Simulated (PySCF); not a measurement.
```xyz
2

H     0.0000    0.0000   -0.8727
F     0.0000    0.0000    0.0463
```

The calculation used PBE0/def2-TZVPPD, non-relativistic Hamiltonian with scalar-relativistic core potentials where named, at a bond length of 0.919 Å (PySCF).

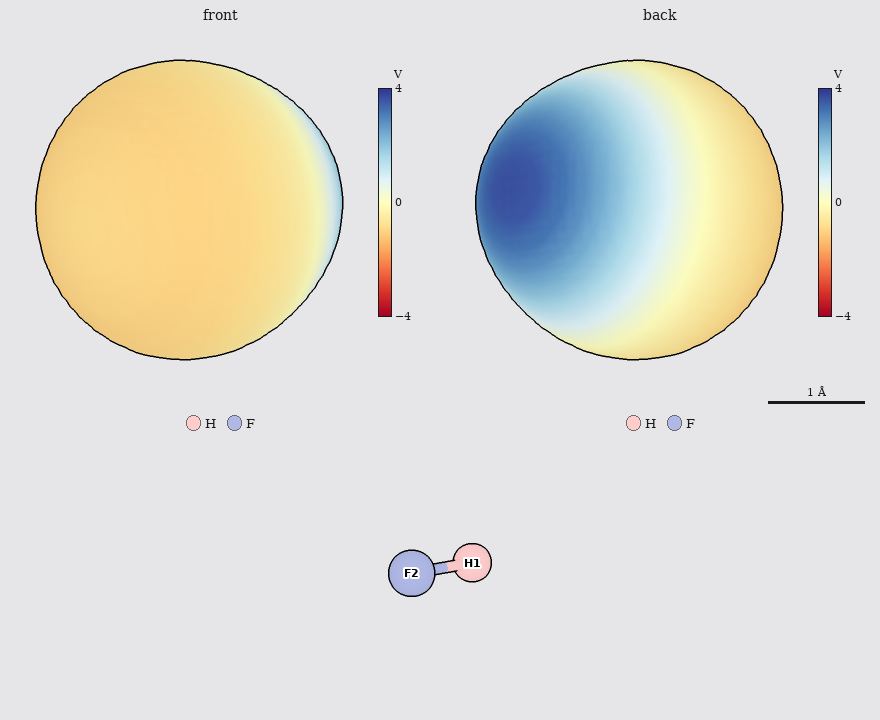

HF. The molecular electrostatic potential painted on the density surface at 0.002 e/bohr³, seen from the front and from behind; red is negative and blue positive. The bare structure is drawn below in the same view.

Q: Describe the electrostatic potential map.

A: The most negative region (about −1.0 V) lies over F2, the most positive (about +3.6 V) over H1.
